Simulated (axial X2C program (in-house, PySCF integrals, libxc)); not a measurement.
# CuB⁺: bond curves with and without spin–orbit coupling

Aim: find the lowest determinant of CuB⁺, scan the bond at several levels and fit the constants, once spin-free and once with spin–orbit coupling.

Computed with an in-house X2C program for linear molecules on PySCF integrals. Level: all-electron X2C, Cu dyall-cv3z, B dyall-v3z.

All values are calculated.

## 1. Set-up

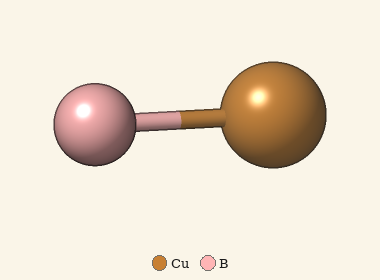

The two atoms at 1.970 Å (copper orange, boron pink).

File task.json:

```json
{"zs": [29, 5], "q": 1, "bas": ["dyall-cv3z", "dyall-v3z"], "levels": ["PBE0", "HF", "B97-3"], "cc": true, "r0": 1.97, "thr": -2.0, "nmax": 90, "npts": 10, "nst": 2, "ntry": 6}
```

Keys: zs atomic numbers; q charge; bas basis sets; levels methods (HF also brings MP2); cc coupled cluster on or off; r0 starting distance in Å; thr threshold in hartree for freezing inner shells (an s shell follows its p shell); nmax most natural virtual spinors; npts points asked for on the curve; nst determinants followed; ntry starts of the search.

The run is started by

```bash
python so2c.py task.json out
```

Spin-free means the one-electron spin-free X2C Hamiltonian; two-component (2c) means X2C with spin–orbit coupling and atomic mean-field two-electron Coulomb and Gaunt terms. Basis: Cu dyall-cv3z contracted to [9s9p6d3f2g], B dyall-v3z contracted to [7s6p2d1f]; Gaussian nuclei, density fitting. Masses: Cu 62.930 u, B 11.009 u.

Notation: σ, π±, δ± give the projection m of an orbital's angular momentum (0, ±1, ±2), α and β its spin, Λ and M_S the sums; ω is the projection of a spinor's total angular momentum and Ω the sum. Logs are in hartree.

The results follow Hamiltonian by Hamiltonian and level by level.

## 2. Search for the lowest determinant

PBE0 moves the distance from 1.970 Å to 1.901 Å and compares determinants there.

Spin-free determinants:

```csv
ΔE (eV),state,open shells
0.00,"M_S = 1/2, Λ = 0",beyond closed shells: σα
1.53,"M_S = 1/2, Λ = 1",beyond closed shells: π+α
3.20,"M_S = 3/2, Λ = 1","beyond closed shells: 2 × σα, π+α"
3.62,"M_S = 1/2, Λ = 2","beyond closed shells: δ+α, δ+β, δ-α"
3.69,"M_S = 1/2, Λ = 1","beyond closed shells: π+α, π+β, π-α"
```

Two-component determinants:

| ΔE (eV) | state | open shells |
| --- | --- | --- |
| 0.00 | Ω = 1/2 | excess of +ω over −ω: ω = 1/2 |
| 1.54 | Ω = 3/2 | excess of +ω over −ω: ω = 3/2 |
| 3.20 | Ω = 5/2 | excess of +ω over −ω: 2 × ω = 1/2, ω = 3/2 |
| 3.53 | Ω = 5/2 | excess of +ω over −ω: ω = 5/2 |
| 3.63 | Ω = 3/2 | excess of +ω over −ω: ω = 3/2 |
| 4.02 | Ω = 3/2 | excess of +ω over −ω: 3 × ω = 1/2 |
| 4.04 | Ω = 1/2 | excess of +ω over −ω: 2 × ω = -1/2, ω = 3/2 |

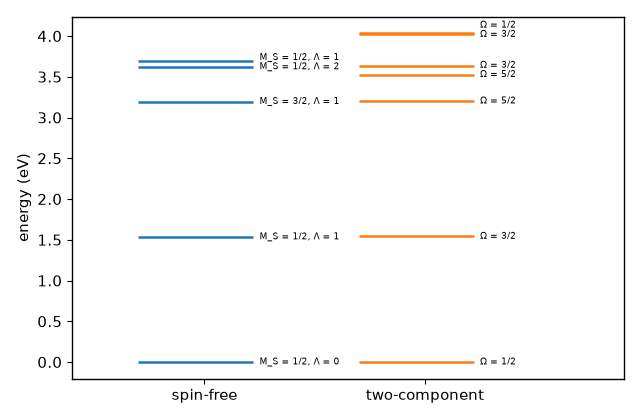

The determinants found, each set from its own lowest.

## 3. PBE0, spin-free

State followed: M_S = 1/2, Λ = 0 (beyond closed shells: σα). The scan is laid around 1.901 Å, a first estimate of the minimum, and this SCF restarts from the orbitals of the search.

The SCF at the reference distance of 1.901 Å:

```text
spin-free X2C-1e  PBE0
basis functions 147  fitting functions 850  grid points 5075
iter        total energy     max residual
   1      -1679.006519147     4.01e-05
   2      -1679.006519165     3.06e-05
   3      -1679.006519175     1.44e-05
   4      -1679.006519177     8.92e-06
converged
one-electron -2408.63743340  Coulomb 760.73708810  exact exchange -17.48833422  xc functional -53.98117243  nuclear repulsion 40.36333276
```

Along the bond, energies from the lowest point:

```csv
R (Å),E (eV),μ (D),HOMO (eV),LUMO (eV),iterations
1.654,0.4581,0.43,-13.37,-9.47,24
1.730,0.1894,0.61,-13.38,-9.49,16
1.787,0.0748,0.75,-13.37,-9.50,14
1.844,0.0160,0.89,-13.35,-9.52,13
1.901,0.0000,1.03,-13.33,-9.53,4
1.968,0.0210,1.20,-13.29,-9.54,13
2.034,0.0723,1.35,-13.24,-9.54,12
2.120,0.1663,1.54,-13.17,-9.54,13
2.224,0.3043,1.77,-13.06,-9.52,13
2.376,0.5173,2.06,-12.89,-9.47,14
```

Dipoles are positive if B is the positive end and refer to the centre of mass.

Outer orbitals at the reference distance:

```tsv
symmetry	occupied	ε (eV)	atomic character
σα	yes	-19.42	56% B s, 19% Cu d, 12% Cu s
σβ	yes	-18.79	45% B s, 29% Cu d, 11% Cu s
π-α	yes	-16.00	94% Cu d, 4% B p
π+α	yes	-16.00	94% Cu d, 4% B p
π-β	yes	-16.00	95% Cu d, 4% B p
π+β	yes	-16.00	95% Cu d, 4% B p
σα	yes	-15.89	71% Cu d, 14% B s, 10% B p
δ+α	yes	-15.76	100% Cu d
δ-α	yes	-15.76	100% Cu d
δ+β	yes	-15.74	100% Cu d
δ-β	yes	-15.74	100% Cu d
σβ	yes	-15.33	70% Cu d, 17% B s, 7% Cu s
σα	yes	-13.33	64% B p, 22% Cu s, 8% Cu d
σβ	no	-9.53	48% B p, 31% Cu s, 10% B s
π+α	no	-9.26	79% B p, 14% Cu p, 7% Cu d
π-α	no	-9.26	79% B p, 14% Cu p, 7% Cu d
π+β	no	-8.82	78% B p, 15% Cu p, 6% Cu d
```

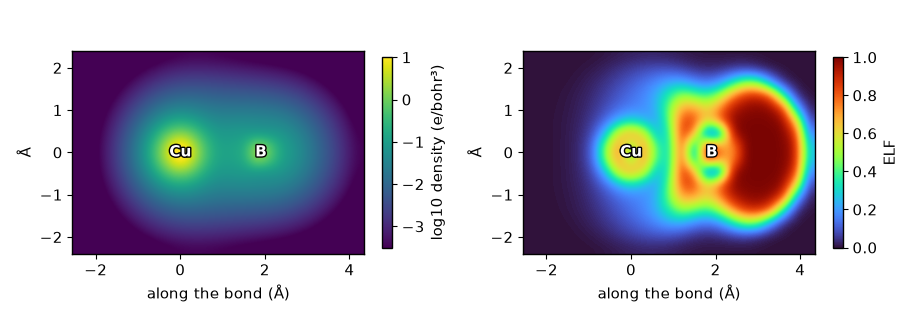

PBE0 fields in a plane through the axis, from a grid of 0.3 Å; Cu lies at z = 0 and B at z = 1.901 Å; the ELF is damped to zero where the density is low.

Re = 1.898 Å, ωe = 536 cm⁻¹, ωexe = 5.72 cm⁻¹, Be = 0.4993 cm⁻¹, De = 2.75 eV, μ = 1.03 D.

## 4. HF, spin-free

Output at 1.901 Å:

```text
spin-free X2C-1e  HF
basis functions 147  fitting functions 850  grid points 5075
iter        total energy     max residual
   1      -1677.490349395     2.51e-01
   2      -1677.518877873     3.38e-02
   3      -1677.523217330     9.61e-02
   4      -1677.529017485     1.19e-02
   5      -1677.529357814     2.58e-03
   6      -1677.529462499     1.77e-03
   7      -1677.529471268     6.20e-04
   8      -1677.529475020     2.59e-04
   9      -1677.529475670     2.14e-04
  10      -1677.529475972     3.51e-05
  11      -1677.529476007     1.83e-05
  12      -1677.529476014     1.06e-05
  13      -1677.529476015     2.78e-06
converged
one-electron -2410.98239038  Coulomb 763.29410691  exact exchange -70.20452530  xc functional 0.00000000  nuclear repulsion 40.36333276
```

No constants are quoted: too few points lie around the minimum for a second fit to confirm the first.

## 5. B97-3, spin-free

The SCF at the reference distance of 1.901 Å:

```text
spin-free X2C-1e  B97-3
basis functions 147  fitting functions 850  grid points 5075
iter        total energy     max residual
   1      -1679.116031152     2.51e-02
   2      -1679.116298909     7.13e-03
   3      -1679.116501861     6.38e-03
   4      -1679.116560479     8.90e-04
   5      -1679.116569081     5.55e-04
   6      -1679.116569754     2.26e-04
   7      -1679.116569851     3.64e-05
   8      -1679.116569856     1.35e-05
converged
one-electron -2408.81971295  Coulomb 760.93302422  exact exchange -18.84162932  xc functional -52.75158457  nuclear repulsion 40.36333276
```

Re = 1.931 Å, ωe = 495 cm⁻¹, ωexe = 5.35 cm⁻¹, Be = 0.4822 cm⁻¹, De = 2.53 eV, μ = 1.07 D.

## 6. Correlated methods, spin-free

Correlated methods: 13 electrons correlated (frozen shells, counted by type: Cu 3 s, 2 p; B 1 s), 227 virtual spinors in MP2, 90 natural virtuals in coupled cluster.

Output of the correlated part at 1.901 Å:

```text
correlated 13  virtual 227  natural virtual 90  E(MP2) -0.581015816  MP2 remainder -0.034291438
iter   CCSD correlation   residual
   1     -0.447004947   2.78e-01
   2     -0.481263661   1.95e-01
   3     -0.488110056   4.95e-02
   4     -0.488637189   2.64e-02
   5     -0.488739383   1.11e-02
   6     -0.489238832   6.10e-03
   7     -0.489225230   2.15e-03
   8     -0.489184044   9.51e-04
   9     -0.489244508   5.57e-04
  10     -0.489222384   3.27e-04
  11     -0.489223636   1.82e-04
  12     -0.489229382   7.24e-05
  13     -0.489225677   3.65e-05
  14     -0.489225612   1.81e-05
  15     -0.489225742   9.14e-06
  16     -0.489225388   4.86e-06
  17     -0.489225387   1.82e-06
(T) -0.022862321  T1 0.0422  D1 0.0753  max T2 0.075
```

T1 in the output is the amplitude norm over the root of the electron number; divide by √2 for the Lee–Taylor value.

MP2: Re = 1.849 Å, ωe = 563 cm⁻¹, Be = 0.5264 cm⁻¹, De = 2.48 eV.

CCSD: Re = 1.964 Å, ωe = 437 cm⁻¹, Be = 0.4663 cm⁻¹, De = 2.05 eV. T1 at Re = 0.029 (Lee–Taylor, the printed value over √2).

CCSD(T): Re = 1.904 Å, ωe = 508 cm⁻¹, Be = 0.4965 cm⁻¹, De = 2.24 eV. T1 at Re = 0.030 (Lee–Taylor, the printed value over √2).

## 7. A higher determinant, spin-free

State: M_S = 1/2, Λ = 1 (beyond closed shells: π+α).

Output at the reference distance:

```text
spin-free X2C-1e  PBE0
basis functions 147  fitting functions 850  grid points 5075
iter        total energy     max residual
   1      -1678.950125092     1.75e-05
   2      -1678.950125102     9.63e-06
converged
one-electron -2408.44543526  Coulomb 760.61807647  exact exchange -17.49708480  xc functional -53.98901426  nuclear repulsion 40.36333276
```

```csv
R (Å),E above the lowest PBE0 point (eV)
1.654,1.868
1.730,1.659
1.787,1.575
1.844,1.537
1.901,1.535
1.968,1.563
2.034,1.614
2.120,1.700
2.224,1.821
```

Re = 1.877 Å, ωe = 506 cm⁻¹, ωexe = 6.22 cm⁻¹, Be = 0.5104 cm⁻¹, μ = 0.64 D. Te = 1.53 eV.

## 8. The spin-free curves together

Energy (eV) of the followed determinant, spin-free, from each level's lowest point:

```csv
R (Å),PBE0,HF,MP2,CCSD,CCSD(T),B97-3
1.654,0.458,1.280,0.306,n/a,n/a,0.533
1.730,0.189,0.826,0.098,0.286,0.189,0.242
1.787,0.075,0.577,0.024,0.147,0.077,0.110
1.844,0.016,0.389,0.000,0.060,0.018,0.034
1.901,0.000,0.250,0.013,0.015,0.000,0.000
1.968,0.021,0.136,0.061,0.000,0.016,0.001
2.034,0.072,0.063,0.132,0.014,0.057,0.033
2.120,0.166,0.013,0.243,0.060,0.133,0.105
2.224,0.304,0.000,0.393,n/a,n/a,0.219
2.376,0.517,0.040,0.613,n/a,n/a,0.403
```

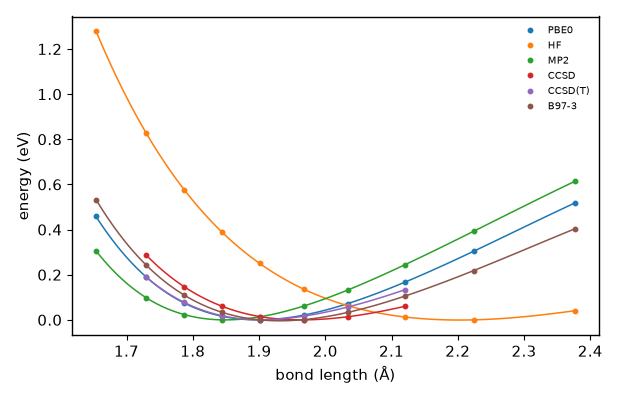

Curves of the followed state, spin-free, each from its own lowest point.

## 9. PBE0, 2c

State followed: Ω = 1/2 (excess of +ω over −ω: ω = 1/2). The scan is laid around 1.901 Å, a first estimate of the minimum, and this SCF restarts from the orbitals of the search.

Output at 1.901 Å:

```text
two-component X2C + atomic mean field  PBE0
basis functions 147  fitting functions 850  grid points 5075
iter        total energy     max residual
   1      -1678.523327319     8.15e-05
   2      -1678.523327339     3.18e-05
   3      -1678.523327346     3.26e-05
   4      -1678.523327349     7.03e-06
converged
one-electron -2407.42647794  Coulomb 760.49797374  exact exchange -17.48326955  xc functional -53.96543405  nuclear repulsion 40.36333276  atomic mean-field constant -0.50945232
```

Along the bond, energies from the lowest point:

```csv
R (Å),E (eV),μ (D),HOMO (eV),LUMO (eV),iterations
1.654,0.4594,0.43,-13.37,-9.47,28
1.730,0.1904,0.61,-13.37,-9.49,18
1.787,0.0754,0.75,-13.37,-9.50,15
1.844,0.0163,0.89,-13.35,-9.52,14
1.901,0.0000,1.03,-13.33,-9.53,4
1.968,0.0207,1.19,-13.29,-9.54,13
2.034,0.0716,1.35,-13.24,-9.54,12
2.120,0.1653,1.54,-13.16,-9.54,12
2.224,0.3029,1.76,-13.06,-9.52,13
2.376,0.5154,2.06,-12.88,-9.47,14
```

Dipoles are positive if B is the positive end and refer to the centre of mass.

Outer spinors at the reference distance:

| ω | occupied | ε (eV) | atomic character | λ mixture |
| --- | --- | --- | --- | --- |
| 1/2 | yes | -19.42 | 56% B s, 20% Cu d, 12% Cu s | 100% σ |
| -1/2 | yes | -18.79 | 45% B s, 29% Cu d, 11% Cu s | 100% σ |
| 1/2 | yes | -16.12 | 90% Cu d, 4% B p, 3% B s | 79% π, 21% σ |
| -1/2 | yes | -16.08 | 94% Cu d, 4% B p | 98% π, 2% σ |
| -3/2 | yes | -16.02 | 97% Cu d, 2% B p | 67% π, 33% δ |
| 3/2 | yes | -16.02 | 96% Cu d, 3% B p | 71% π, 29% δ |
| 1/2 | yes | -15.83 | 76% Cu d, 11% B s, 9% B p | 79% σ, 21% π |
| -3/2 | yes | -15.80 | 98% Cu d | 67% δ, 33% π |
| 3/2 | yes | -15.78 | 98% Cu d | 71% δ, 29% π |
| 5/2 | yes | -15.66 | 100% Cu d | 100% δ |
| -5/2 | yes | -15.64 | 100% Cu d | 100% δ |
| -1/2 | yes | -15.31 | 71% Cu d, 17% B s, 7% Cu s | 98% σ, 2% π |
| 1/2 | yes | -13.33 | 64% B p, 22% Cu s, 8% Cu d | 100% σ |
| -1/2 | no | -9.53 | 48% B p, 31% Cu s, 10% B s | 100% σ |
| -1/2 | no | -9.27 | 79% B p, 14% Cu p, 7% Cu d | 100% π |
| 3/2 | no | -9.25 | 79% B p, 14% Cu p, 7% Cu d | 100% π |
| 1/2 | no | -8.83 | 78% B p, 15% Cu p, 6% Cu d | 100% π |

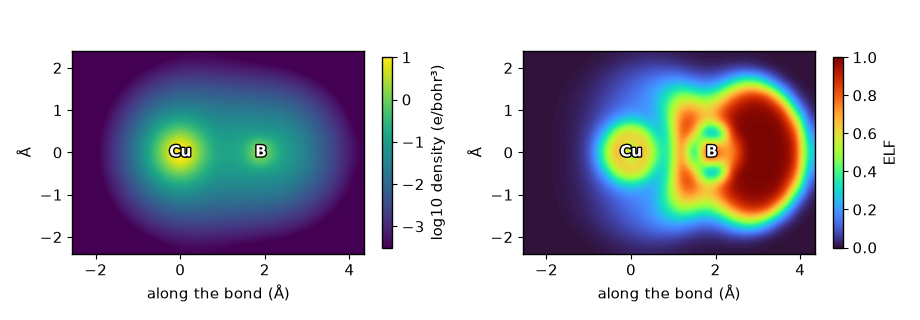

PBE0 fields in a plane through the axis, from a grid of 0.3 Å; Cu lies at z = 0 and B at z = 1.901 Å; the ELF is damped to zero where the density is low.

Re = 1.899 Å, ωe = 536 cm⁻¹, ωexe = 5.72 cm⁻¹, Be = 0.499 cm⁻¹, De = 2.75 eV, μ = 1.03 D.

## 10. HF, 2c

Output at 1.901 Å:

```text
two-component X2C + atomic mean field  HF
basis functions 147  fitting functions 850  grid points 5075
iter        total energy     max residual
   1      -1677.007701953     2.51e-01
   2      -1677.036224822     3.39e-02
   3      -1677.040562754     9.60e-02
   4      -1677.046353937     1.19e-02
   5      -1677.046694183     2.57e-03
   6      -1677.046798940     1.77e-03
   7      -1677.046807710     6.20e-04
   8      -1677.046811463     2.59e-04
   9      -1677.046812117     2.15e-04
  10      -1677.046812425     3.53e-05
  11      -1677.046812465     1.85e-05
  12      -1677.046812474     1.37e-05
  13      -1677.046812477     1.17e-05
  14      -1677.046812479     8.62e-06
  15      -1677.046812481     8.51e-06
  16      -1677.046812482     5.10e-06
  17      -1677.046812483     2.33e-06
converged
one-electron -2409.77065771  Coulomb 763.05423295  exact exchange -70.18426816  xc functional 0.00000000  nuclear repulsion 40.36333276  atomic mean-field constant -0.50945232
```

No constants are quoted: too few points lie around the minimum for a second fit to confirm the first.

## 11. B97-3, 2c

Output at 1.901 Å:

```text
two-component X2C + atomic mean field  B97-3
basis functions 147  fitting functions 850  grid points 5075
iter        total energy     max residual
   1      -1678.632940942     2.54e-02
   2      -1678.633209127     7.14e-03
   3      -1678.633412307     6.44e-03
   4      -1678.633471062     8.95e-04
   5      -1678.633479794     5.61e-04
   6      -1678.633480471     2.29e-04
   7      -1678.633480569     3.63e-05
   8      -1678.633480574     1.37e-05
converged
one-electron -2407.60915126  Coulomb 760.69434530  exact exchange -18.83618331  xc functional -52.73637175  nuclear repulsion 40.36333276  atomic mean-field constant -0.50945232
```

Re = 1.932 Å, ωe = 494 cm⁻¹, ωexe = 5.35 cm⁻¹, Be = 0.4819 cm⁻¹, De = 2.53 eV, μ = 1.07 D.

## 12. MP2 and beyond, 2c

Correlated methods: 13 electrons correlated (frozen shells, counted by type: Cu 3 s, 2 p; B 1 s), 227 virtual spinors in MP2, 90 natural virtuals in coupled cluster.

Output of the correlated part at 1.901 Å:

```text
correlated 13  virtual 227  natural virtual 90  E(MP2) -0.580720658  MP2 remainder -0.034292098
iter   CCSD correlation   residual
   1     -0.446893524   2.78e-01
   2     -0.481087672   1.94e-01
   3     -0.487928785   4.95e-02
   4     -0.488454162   2.64e-02
   5     -0.488556603   1.11e-02
   6     -0.489055222   6.09e-03
   7     -0.489041749   2.15e-03
   8     -0.489000610   9.54e-04
   9     -0.489061139   5.60e-04
  10     -0.489038984   3.29e-04
  11     -0.489040144   1.83e-04
  12     -0.489045956   7.29e-05
  13     -0.489042287   3.68e-05
  14     -0.489042174   1.84e-05
  15     -0.489042337   9.35e-06
  16     -0.489041974   5.06e-06
  17     -0.489041956   1.99e-06
(T) -0.022833650  T1 0.0422  D1 0.0753  max T2 0.075
```

MP2: Re = 1.850 Å, ωe = 562 cm⁻¹, Be = 0.5258 cm⁻¹, De = 2.47 eV.

CCSD: Re = 1.965 Å, ωe = 436 cm⁻¹, Be = 0.4658 cm⁻¹, De = 2.05 eV. T1 at Re = 0.029 (Lee–Taylor, the printed value over √2).

CCSD(T): Re = 1.904 Å, ωe = 507 cm⁻¹, Be = 0.4961 cm⁻¹, De = 2.23 eV. T1 at Re = 0.030 (Lee–Taylor, the printed value over √2).

## 13. A higher determinant, 2c

State: Ω = 3/2 (excess of +ω over −ω: ω = 3/2).

Output at the reference distance:

```text
two-component X2C + atomic mean field  PBE0
basis functions 147  fitting functions 850  grid points 5075
iter        total energy     max residual
   1      -1678.466681563     8.84e-05
   2      -1678.466681592     2.46e-05
   3      -1678.466681600     3.20e-05
   4      -1678.466681604     1.21e-05
converged
one-electron -2407.23790191  Coulomb 760.38302631  exact exchange -17.49216573  xc functional -53.97352072  nuclear repulsion 40.36333276  atomic mean-field constant -0.50945232
```

```csv
R (Å),E above the lowest PBE0 point (eV)
1.654,1.882
1.730,1.670
1.787,1.585
1.844,1.546
1.901,1.541
1.968,1.568
2.034,1.618
2.120,1.703
2.224,1.823
```

Re = 1.880 Å, ωe = 504 cm⁻¹, ωexe = 6.21 cm⁻¹, Be = 0.509 cm⁻¹, μ = 0.64 D. Te = 1.54 eV.

## 14. The 2c curves together

Energy (eV) of the followed determinant, 2c, from each level's lowest point:

```csv
R (Å),PBE0,HF,MP2,CCSD,CCSD(T),B97-3
1.654,0.459,1.283,0.308,n/a,n/a,0.534
1.730,0.190,0.829,0.099,0.288,0.190,0.243
1.787,0.075,0.580,0.024,0.148,0.078,0.111
1.844,0.016,0.391,0.000,0.061,0.019,0.034
1.901,0.000,0.251,0.013,0.015,0.000,0.000
1.968,0.021,0.137,0.060,0.000,0.016,0.001
2.034,0.072,0.064,0.131,0.013,0.056,0.032
2.120,0.165,0.013,0.241,0.059,0.131,0.104
2.224,0.303,0.000,0.390,n/a,n/a,0.217
2.376,0.515,0.040,0.610,n/a,n/a,0.401
```

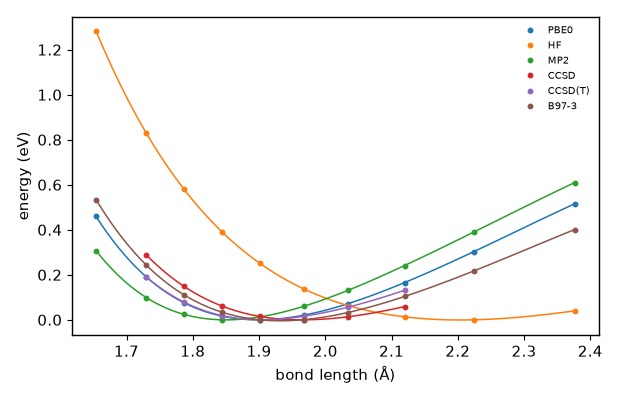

Curves of the followed state, 2c, each from its own lowest point.

Time for the job: 3.5 min (1 thread of Arm Neoverse V1, shared host); peak memory 0.78 GiB.

## 15. Results

Lowest determinant that the search found at its distance, spin-free: M_S = 1/2, Λ = 0 (beyond closed shells: σα).

Lowest determinant that the search found at its distance, 2c: Ω = 1/2 (excess of +ω over −ω: ω = 1/2).

```
Hamiltonian    level  Re (Å)  ωe (cm⁻¹)  De (eV)  μ (D)
  spin-free     PBE0   1.898        536     2.75   1.03
  spin-free      MP2   1.849        563     2.48    n/a
  spin-free     CCSD   1.964        437     2.05    n/a
  spin-free  CCSD(T)   1.904        508     2.24    n/a
  spin-free    B97-3   1.931        495     2.53   1.07
         2c     PBE0   1.899        536     2.75   1.03
         2c      MP2   1.850        562     2.47    n/a
         2c     CCSD   1.965        436     2.05    n/a
         2c  CCSD(T)   1.904        507     2.23    n/a
         2c    B97-3   1.932        494     2.53   1.07
```

Dipoles are positive if B is the positive end and refer to the centre of mass. No constants: spin-free HF (too few points lie around the minimum for a second fit to confirm the first); 2c HF (too few points lie around the minimum for a second fit to confirm the first).

Time per point (s) on 1 thread of Arm Neoverse V1, shared host (2c runs; CCSD comes with the CCSD(T) run); the times are rough: PBE0 0.59, MP2 0.62, CCSD(T) 9.7, B97-3 0.62.

What this shows: At CCSD(T), going from spin-free to two-component changes Re by +1 mÅ, ωe by -0.2 %; the spin-free picture holds up (part of it comes from the scalar share of the two-electron terms). De moves by -0.01 eV; both De rest on single-determinant atoms, which can miss part of an open shell's spin–orbit lowering.

De refers to Cu+ + B, each in the lowest determinant found, which need not be this curve's own limit. Each curve is one determinant whose occupation by symmetry is held fixed; it was picked as the lowest of a PBE0 search that is not exhaustive. Dissociation energies refer to the lowest single-determinant-based atoms at the same level and basis. Density functionals use the spin component along the axis (collinear). CCSD and (T) use frozen natural virtuals with an MP2 correction for the truncation. T1 at Re is 0.030 (Lee–Taylor), above the customary mark of 0.02.
